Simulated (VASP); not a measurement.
Band structure of HgO (relaxed from the litharge structure, space group P4/nmm). These are PBEsol GGA, VASP's PBE PAW potentials (set 64) (plane waves; VASP 6.6.1) values and carry that method's errors.

Without a dispersion term in the relaxation, distances and binding between the weakly bound layers, chains or molecules are unreliable, and so is what depends on them. Unless said otherwise, spin-orbit coupling is left out, though it shifts the bands of the heavy elements here.

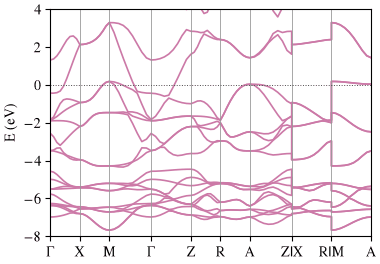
Figure: Bands along high-symmetry lines, zero at the valence-band maximum or, without a gap, the Fermi level

Problem. Read the plot: is there a gap, and where are the band edges?

Solution. It has no gap at this level: it comes out as a metal or semimetal. (Edges off the drawn lines would not show.)

The structure was generated: HgO was put into the litharge type (P4/nmm), which need not be its known phase. It was relaxed first, which changed the volume by +5 %.
